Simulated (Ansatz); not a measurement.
BrF$_{3}$Sn (SMILES [F][Sn]([F])([F])[Br])

Input file:

```
crystal:
  periodic: [false, false, false]
  atoms:
    - {symbol: F, position_ang: [-0.940364, -0.486159, 1.573639]}
    - {symbol: Sn, position_ang: [0.012695, -0.066265, 0.003603]}
    - {symbol: F, position_ang: [1.784710, -0.642587, 0.281828]}
    - {symbol: F, position_ang: [-0.696621, -1.153891, -1.361511]}
    - {symbol: Br, position_ang: [-0.110620, 2.275202, -0.539057]}
basis:
  gaussian: {orbitals: def2-TZVPP}
hamiltonian: {xc: pbe0, dispersion: d4}
output: {orbitals: {seedname: orbitals}}
```

Launched as:

```sh
ansatz run in.yaml --threads 4 --pin off --events-out ev --progress --plain --max-ram 10444MiB
```

Geometry: PBE0-D4/def2-TZVP; core potentials replace the inner electrons of Sn.

Computed with RKS PBE0-D4/def2-TZVPP (Ansatz 0.2.0).

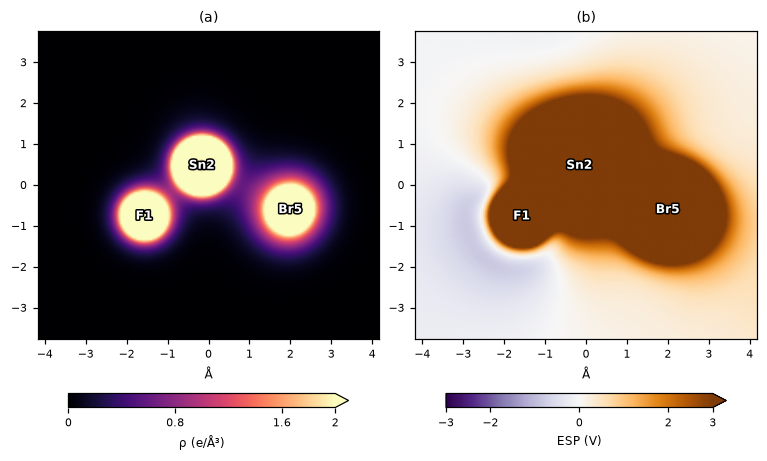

Figure 1. (a) electron density; (b) electrostatic potential on the plane of atoms F1, Sn2 and Br5.

**Read the bonding off the picture.**

- The section cuts through F, Sn and Br sites.
- Sn–F (1.88 Å): the density is about 0.93 e/Å³ at the midpoint.
- Sn–Br (2.41 Å): the density is about 0.62 e/Å³ at the midpoint.
- Outside the dense part of the molecule the potential is most negative (−0.8 V) near F1.

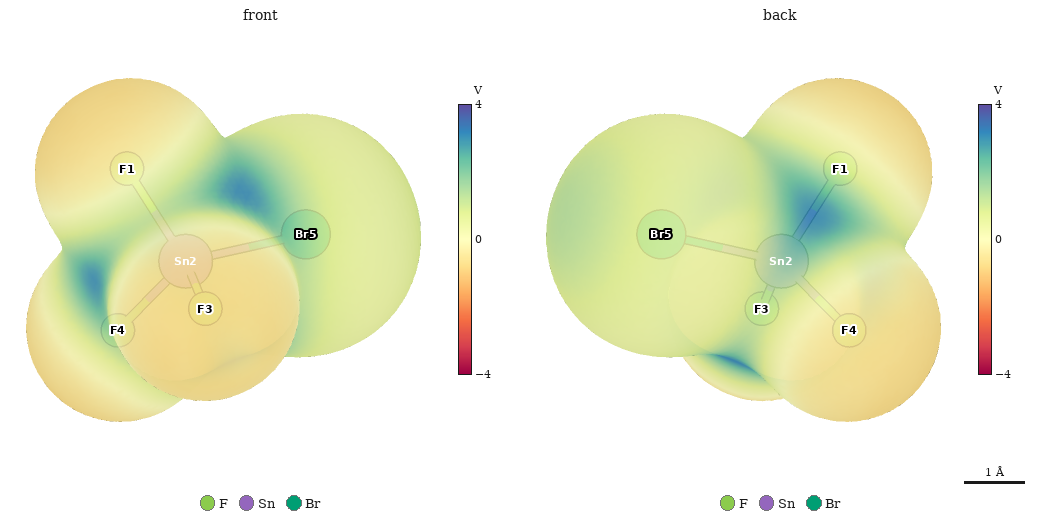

Figure 2. The electrostatic potential painted on the density surface at 0.002 e/bohr³, seen from the front and from behind; the colour scale runs from red (negative) to blue (positive).

**Where is the surface potential most negative and most positive?**

The most negative region (about −0.8 V, or −18 kcal/mol for a unit charge) lies over F1, F3 and F4, the most positive (about +3.1 V, or +71 kcal/mol for a unit charge) over Sn2. Br5 shows a σ-hole: about +1.4 V, or +32 kcal/mol for a unit charge at the tip opposite its bond, against about +0.4 V, or +9 kcal/mol for a unit charge on its flanks.

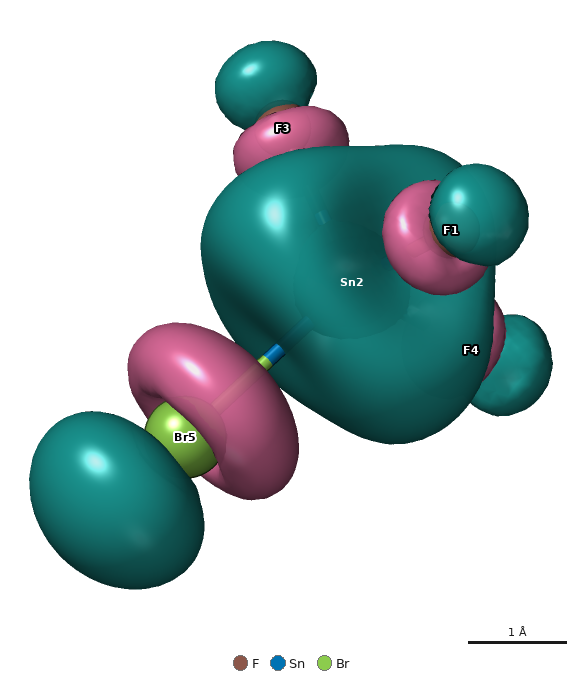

Figure 3. One frontier orbital at ±0.1 Å⁻³ᐟ² (teal and pink are the two phases), seen at an oblique angle.

**Which orbital is it: HOMO or LUMO?**

The LUMO, at −3.44 eV. By Hirshfeld shares it lies mainly on Sn2 (about 45 %), Br5 (about 25 %), F3 (about 10 %), F1 (about 10 %) and F4 (about 10 %).
